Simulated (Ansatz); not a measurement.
Run report: GeH2Cl3OF, frequency calculation

System: GeH2Cl3OF.
Method: RKS PBE-D4/def2-SVP (Ansatz 0.2.0).

It belongs to a series of runs on one base structure; here: vibrations at the highest image of the band.

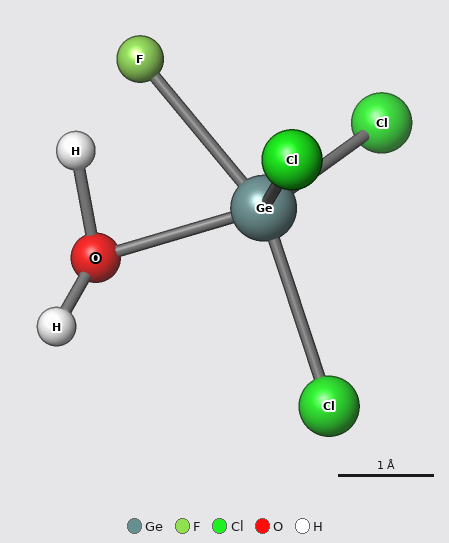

*The structure as given in the input (ball-and-stick view, seen on its broad side). Sticks mark near contacts.*

## Results in brief

```json
{"quantity": "outcome", "value": "converged"}
{"quantity": "total energy", "value": "−98835.5205 eV"}
{"quantity": "mean-field energy", "value": "−98835.2371 eV"}
{"quantity": "largest force (length of the vector)", "value": "0.015 eV/Å"}
{"quantity": "hardware", "value": "4 threads of Arm Neoverse V2, 24 GiB of memory available, shared host"}
{"quantity": "wall time", "value": "43 s (CPU time 2.7 min)"}
{"quantity": "peak memory", "value": "0.19 GiB"}
```

## The input
```yaml
crystal:
  periodic: [false, false, false]
  atoms:
    - { symbol: Ge, position_ang: [-0.36313, 0.086194, -0.215589] }
    - { symbol: F, position_ang: [-0.239184, 0.882239, 1.659697] }
    - { symbol: Cl, position_ang: [1.602494, -0.751175, 0.098919] }
    - { symbol: Cl, position_ang: [-0.558454, 2.052599, -1.054032] }
    - { symbol: Cl, position_ang: [-1.071753, -1.206098, -1.844039] }
    - { symbol: O, position_ang: [-1.848794, -0.439149, 0.932994] }
    - { symbol: H, position_ang: [-1.980058, -1.406705, 1.000276] }
    - { symbol: H, position_ang: [-1.202623, 0.152395, 1.713174] }
basis:
  gaussian: { orbitals: def2-SVP }
hamiltonian:
  xc: pbe
  dispersion: d4
phonons: {}
```

Launched with:
```bash
ansatz run input.yaml --threads 4 --pin off --max-ram 5120MiB --backend cpu --events-out ev --progress --plain --runs-dir out
```

## The program's output
```
Engine: ansatz 0.2.0, aarch64-unknown-linux-gnu
Functional definition: PBE
  parameter kappa = 0.804
  parameter beta = 0.06672455060314922
  exchange = pbe_x(kappa = kappa, mu = beta*pi^2/3)
  correlation = pbe_c(beta = beta)
1343 factors; their error is unknown
mean field evaluation 1: about -98829.4708 eV, gradient 6.0e1 eV
mean field evaluation 2: about -98805.3537 eV, gradient 1.3e2 eV
mean field evaluation 4: about -98835.1299 eV, gradient 1.1e1 eV
mean field evaluation 8: about -98835.3237 eV, gradient 2.8e-1 eV
mean field evaluation 16: about -98835.2370 eV, gradient 3.9e-4 eV
mean field -98835.23702121 eV, -3632.1279675997 hartree, gradient 4.0e-5 eV, S^2 0.000000; 0 other end points of the search recorded, 0 dependent functions left out
the calculation of the forces begins
reference -98835.23705060 eV, -3632.1279686798 hartree; 51, 51 occupied and 73, 73 virtual orbitals, 1343 factors
these checks for a lower state are left out or cut short: stability, starts, cluster_reference, orbital_swaps, neighbouring_geometries, increment
1343 factors; their error is unknown
mean field -98835.23696348 eV, -3632.1279654781 hartree, gradient 1.1e-6 eV, S^2 0.000000; 0 other end points of the search recorded, 0 dependent functions left out
[... from here on the field's lines of each further geometry are left out, up to the last ...]
the calculation of the forces begins
reference -98835.23701872 eV, -3632.1279675083 hartree; 51, 51 occupied and 73, 73 virtual orbitals, 1343 factors
these checks for a lower state are left out or cut short: stability, starts, cluster_reference, orbital_swaps, neighbouring_geometries, increment
1343 factors; their error is unknown
mean field -98835.23697662 eV, -3632.1279659610 hartree, gradient 1.7e-6 eV, S^2 0.000000; 0 other end points of the search recorded, 0 dependent functions left out
the calculation of the forces begins
reference -98835.23700601 eV, -3632.1279670409 hartree; 51, 51 occupied and 73, 73 virtual orbitals, 1343 factors
WARN: phonons: modes at or below zero, which the zero-point energy, F, S and C_V leave out: 1, the lowest at -492.39 cm⁻¹. A minimum has none, and a first-order saddle one
Total energy: -98835.52047623 eV, -3632.1383843796 hartree
Atom 0 at    -0.363130     0.086194    -0.215589 Å, force     0.004098     0.002066    -0.006482 eV/Å
Atom 1 at    -0.239184     0.882239     1.659697 Å, force     0.000405    -0.003802     0.003305 eV/Å
Atom 2 at     1.602494    -0.751175     0.098919 Å, force     0.000400     0.000856    -0.001653 eV/Å
Atom 3 at    -0.558454     2.052599    -1.054032 Å, force    -0.000325    -0.000547     0.002335 eV/Å
Atom 4 at    -1.071753    -1.206098    -1.844039 Å, force     0.001716    -0.002842     0.001036 eV/Å
Atom 5 at    -1.848794    -0.439149     0.932994 Å, force    -0.013912     0.005536    -0.002626 eV/Å
Atom 6 at    -1.980058    -1.406705     1.000276 Å, force     0.005003    -0.001252     0.003773 eV/Å
Atom 7 at    -1.202623     0.152395     1.713174 Å, force     0.002613    -0.000015     0.000312 eV/Å
Dipole moment:    -0.315052    -0.372999     0.341541 e Å
Vibrations: -492.39 62.71 99.47 162.43 179.49 194.55 213.71 369.53 386.29 391.34 449.35 478.99 698.73 726.17 938.14 1246.34 1868.98 3691.44 cm⁻¹, zero-point energy 0.753680 eV
```

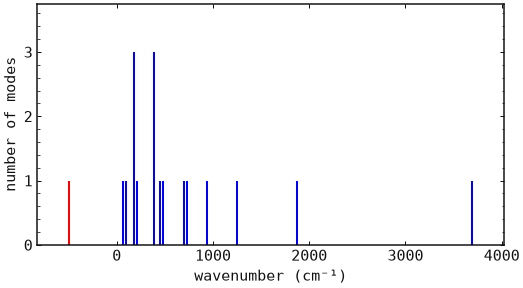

*Harmonic vibrational wavenumbers from the force constants; neighbouring modes closer than 19 cm⁻¹ are counted in one stick, and imaginary ones are drawn at negative wavenumbers.*

18 modes from 492i to 3691 cm⁻¹, 1 imaginary beyond 8i (492i cm⁻¹): a first-order saddle point, if the geometry is stationary.
